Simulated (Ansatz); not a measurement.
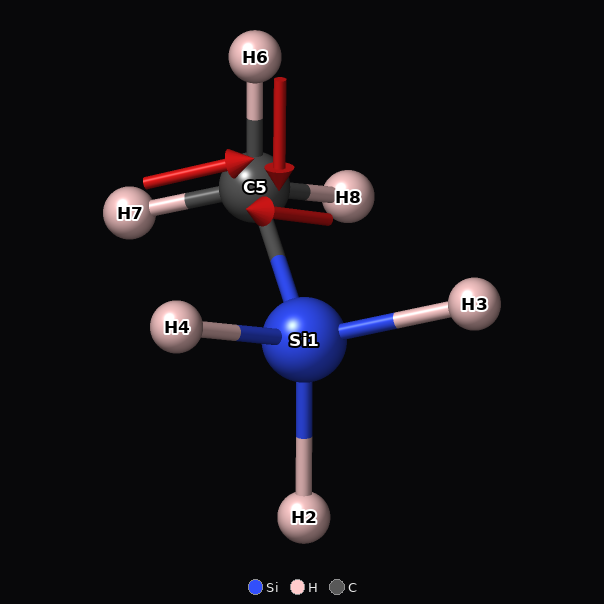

The arrows show one normal mode. Harmonic vibrations computed with RKS PBE0-D4/def2-TZVP (Ansatz 0.2.0) at a stationary point of the same level.

Q: What kind of motion is it?

A: Mostly in-phase stretching of 3 C–H bonds.

Q: At what wavenumber does it lie?

A: 3055 cm⁻¹; it is mode 16 of 18 counted from the lowest.
